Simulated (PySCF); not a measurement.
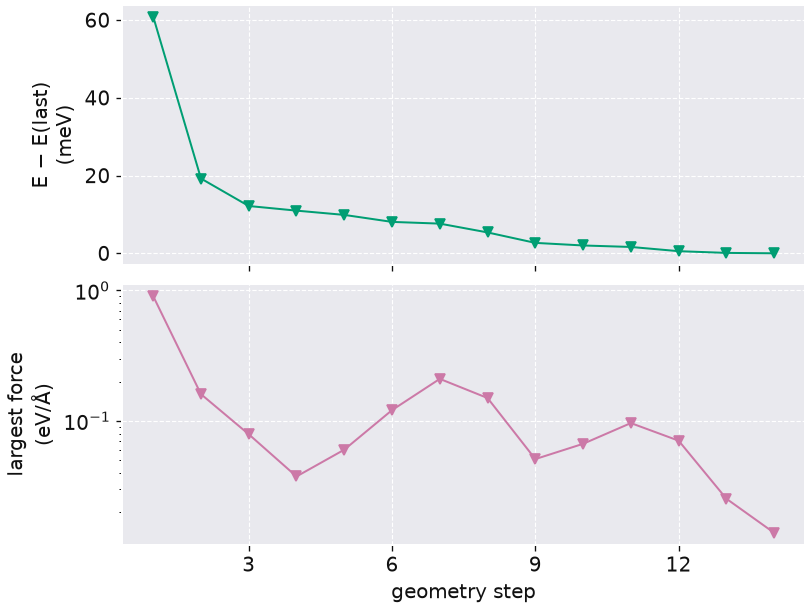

History of a geometry optimisation.

C$_{3}$H$_{8}$O$_{3}$S (SMILES CCCS(=O)(=O)O); PBE0-D3(BJ)/def2-SVP, geometry optimisation in PySCF.

Q: How did the optimisation end?

A: The optimisation met its thresholds at geometry 14, counting the start as the first. The energy fell by about 61 meV from the first step to the last. The largest force goes from about 0.9 eV/Å at the start to 0.014 eV/Å at the end.
